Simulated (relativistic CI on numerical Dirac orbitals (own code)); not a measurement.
# Br XIX (Br¹⁸⁺): levels and lines

The task is the spectrum of Br¹⁸⁺: levels, purity of their labels, lifetimes and lines; runs with one setting changed show what the result hangs on.

The numbers are computed with relativistic CI on numerical Dirac orbitals (own code) version 4 (Dirac-Coulomb-Breit CI, KLI orbitals optimised for each configuration, model QED (radiative potential, 1s self-energy scaled to tabulated hydrogen-like ionisation energies)), except any that are marked as measured or tabulated.

### 1 What is computed

| Item | Value |
| --- | --- |
| ion | Br¹⁸⁺ (Br XIX) |
| nuclear charge | 35 |
| electrons | 17 |
| isotope | A = 79 |
| first configuration typed | [Ne] 3s2 3p5 |

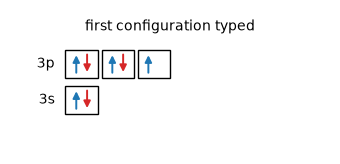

Occupation of the outer shells (arrows by Hund's rule).

### 2 CI with the chosen configurations

The run's settings:

```ini
atom Br  Z=35  charge=18  electrons=17
nucleus A=79  rms_radius_fm=4.1629
hamiltonian dirac-coulomb  breit=on  qed=on  c_scale=1
orbitals kli  potential=per-configuration
slater_scale 1
correlation none
mixing on
configurations
  [Ne] 3s2 3p5
  [Ne] 3s 3p6
  [Ne] 3s2 3p4 3d
  [Ne] 3s 3p5 3d
  [Ne] 3p6 3d
  [Ne] 3s 3p4 3d2
  [Ne] 3s2 3p4 4s
  [Ne] 3s2 3p3 3d 4p
  [Ne] 3p6 4s
  [Ne] 3s2 3p4 4p
  [Ne] 3p6 4p
  [Ne] 3s 3p4 3d 4s
  [Ne] 3s2 3p3 3d2
  [Ne] 3s2 3p2 3d3
  [Ne] 3s 3p3 3d3
  [Ne] 3s2 3p2 3d2 4s
  [Ne] 3s2 3p2 3d2 4p
end
```

On the command line:

```
$ python run_levels.py task.json out
```

The settings of every run stand in task.json; they run in order.

### 3 Without QED terms

The settings differ from step 2 so:

```diff
@@ -2,3 +2,3 @@
 nucleus A=79  rms_radius_fm=4.1629
-hamiltonian dirac-coulomb  breit=on  qed=on  c_scale=1
+hamiltonian dirac-coulomb  breit=on  qed=off  c_scale=1
 orbitals kli  potential=per-configuration
```

### 4 Non-relativistic limit (c × 1000)

The settings differ from step 3 so:

```diff
@@ -2,3 +2,3 @@
 nucleus A=79  rms_radius_fm=4.1629
-hamiltonian dirac-coulomb  breit=on  qed=off  c_scale=1
+hamiltonian dirac-coulomb  breit=off  qed=off  c_scale=1000
 orbitals kli  potential=per-configuration
```

(Steps that only read results are left out.)

What does the calculation give? Wanted: lowest level; first excitation; lowest level of the other parity; fastest E1 line; ionisation energy.

The runs gave:

| run | time | mean size of shift, levels followed (cm⁻¹) | lowest level | ionisation energy (eV) |
| --- | --- | --- | --- | --- |
| main run | 2 s | 0 | 3p5 2P°3/2 | 760.34 |
| without QED terms | 1.7 s | 209 | 3p5 2P°3/2 | 760.33 |
| non-relativistic limit (c × 1000) | 1.1 s | 50817 | 3p5 2P°3/2 | - |

The semi-empirical ionisation energy (NIST) is 761 eV.

```
                                                                         quantity                              value
                                                                     lowest level                         3p5 2P°3/2
                                                                 first excitation             3p5 2P°1/2, 75742 cm⁻¹
                                                 lowest level of the other parity          3s 3p6 2S1/2, 532275 cm⁻¹
                                                              levels in the model                               2504
fastest E1 line (by rate) to the lowest level among the lowest 200 of 2504 levels  10.25 nm, from 3p4 3d 2D5/2 (iii)
                                                                ionisation energy                          760.34 eV
                                         ionisation energy, semi-empirical (NIST)                             761 eV
```

In words: The lowest level is 3p5 2P°3/2, 97 % pure in LS and 97 % in jj coupling; over the low levels the means are 70 and 67 %, so they are in intermediate coupling. The ionisation energy agrees with the semi-empirical value within its uncertainty of 0.8 eV. The largest mover is «non-relativistic limit (c × 1000)» (50817 cm⁻¹ on average). Lifetimes count radiative decay inside the model alone.
